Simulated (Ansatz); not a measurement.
## Fields on a plane of LaTl3 (Cu3Au type)

```
LaTl3
1.0
    4.73794     0.00000     0.00000
    0.00000     4.73794     0.00000
    0.00000     0.00000     4.73794
La Tl
1 3
Direct
  0.00000   0.00000   0.00000
  0.00000   0.50000   0.50000
  0.50000   0.00000   0.50000
  0.50000   0.50000   0.00000
```

The slice is a {100} plane (indices of the conventional cell) through the point (0.000, 0.000, 0.000) (fractional), spanned by u = [100] and v = [010] in vectors of this cell: u (4.74 Å) and v (4.74 Å, at 90° to u). It covers one period; positions are fractions (u, v).

Atoms on it: La at (0.00, 0.00); Tl at (0.50, 0.50).

Method: LDA (plane waves to 420 eV, PAW, scalar-relativistic; Ansatz, a first-principles code). k mesh 10×10×10. These are valence fields of a PAW run, semicore shells included where kept as valence: close to a nucleus they are smooth pseudo fields. LaTl3 is run without spin polarisation. LaTl3 was relaxed with its symmetry unable to fall. Spin-orbit coupling is left out, though Tl is heavy.

```tsv
v \ u	0.00	0.12	0.25	0.38	0.50	0.62	0.75	0.88
0.92	0.2	0.2	-0.5	-1.1	-1.1	-1.1	-0.5	0.2
0.83	0.1	-0.1	-0.7	-0.9	-0.9	-0.9	-0.7	-0.1
0.75	-0.4	-0.6	-0.8	-0.6	-0.4	-0.6	-0.8	-0.6
0.67	-1.0	-1.0	-0.7	-0.1	0.2	-0.1	-0.7	-1.0
0.58	-1.1	-1.0	-0.5	0.3	0.7	0.3	-0.5	-1.0
0.50	-1.1	-1.0	-0.4	0.5	1.0	0.5	-0.4	-1.0
0.42	-1.1	-1.0	-0.5	0.3	0.7	0.3	-0.5	-1.0
0.33	-1.0	-1.0	-0.7	-0.1	0.2	-0.1	-0.7	-1.0
0.25	-0.4	-0.6	-0.8	-0.6	-0.4	-0.6	-0.8	-0.6
0.17	0.1	-0.1	-0.7	-0.9	-0.9	-0.9	-0.7	-0.1
0.08	0.2	0.2	-0.5	-1.1	-1.1	-1.1	-0.5	0.2
0.00	0.1	0.2	-0.4	-1.1	-1.1	-1.1	-0.4	0.2
```

Values: log₁₀ of the valence density in e/Å³. The scale is logarithmic, as a density can span decades between atoms and voids.

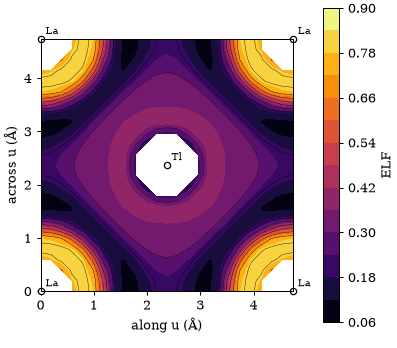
*Electron localisation function (ELF), one period of the plane, atoms marked. Points within 0.5 Å of a nucleus are left white, as the pseudised field means little there.*

| Property | Result |
|---|---|
| Density on the La–Tl line (3.35 Å) at its midpoint | 0.15 e/Å³ |
| ELF at that point | 0.16 |
